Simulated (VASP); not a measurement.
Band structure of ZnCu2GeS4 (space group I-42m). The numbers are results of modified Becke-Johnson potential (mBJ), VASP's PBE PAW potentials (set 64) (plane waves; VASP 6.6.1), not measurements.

mBJ is a potential without an energy functional, so only the levels count.

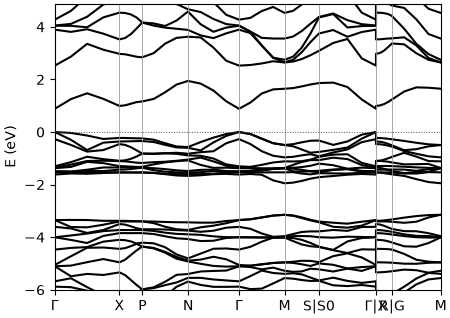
Fig. 1. Bands along high-symmetry lines, zero at the valence-band maximum or, without a gap, the Fermi level

Read the plot: is there a gap, and where are the band edges?

The gap is direct, 0.88 eV, from the valence maximum at Γ to the conduction minimum at Γ.

The structure comes from a computed database's ZnCu2GeS4 entry (I-42m); how it stands against other phases isn't given here. It was relaxed first. The cell's shape comes from a PBE relaxation.
